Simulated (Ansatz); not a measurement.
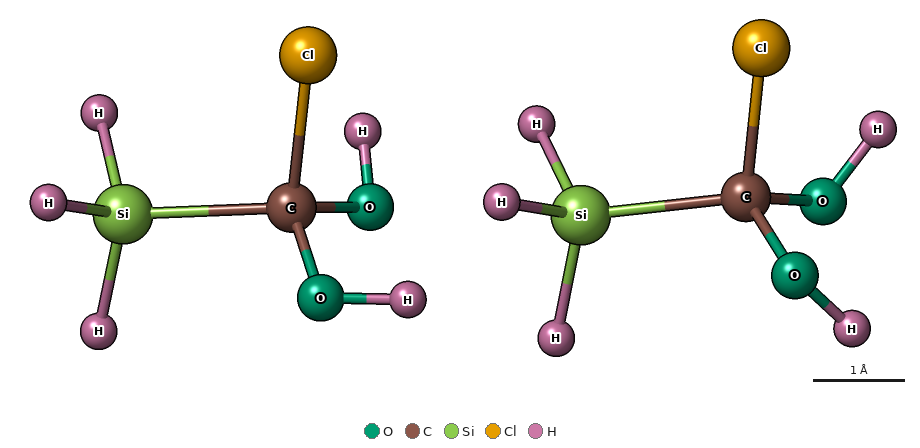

Two geometries of CH5ClO2Si, drawn at one scale. One is the start of a relaxation, the other its converged end. Style: ball-and-stick. Shown at a tilt.

These are results of RKS PBE0/def2-SVP in Ansatz 0.2.0, not measurements. Settings: no spin polarisation; force threshold 0.015 eV/Å; at most 40 steps.

### Which one is relaxed?

The left one is the relaxed one. The run prepares an end point of a later path (torsion) calculation, from a guessed geometry. The atom that moves furthest after the best rigid fit is an H atom (0.79 Å). Largest moves by element: H 0.79 Å, O 0.31 Å, Cl 0.25 Å, C 0.14 Å, Si 0.08 Å. Among the contacts that change: C–Cl 1.790 → 1.909 Å, C–O 1.421 → 1.346 Å, H–Si 1.559 → 1.492 Å, C–Si 1.874 → 1.923 Å. Among the angles between lasting bonds that change: C–Si–H 115.9° → 110.1°, O–C–Si 115.7° → 110.6°, O–C–Cl 105.7° → 110.6°. Groups turn about C–O by about 60°, C–O by about 60°. The energy falls by 14.7 kcal/mol in 19 accepted moves (22 points after the start). The largest force component goes from 2.5 to 0.013 eV/Å. The line search rejected the trial steps at points 8, 11, 19 of the run. The run took 64 s on 2 threads of Intel(R) Xeon(R) Platinum 8488C (Sapphire Rapids), on a shared host, peak memory 0.25 GiB.
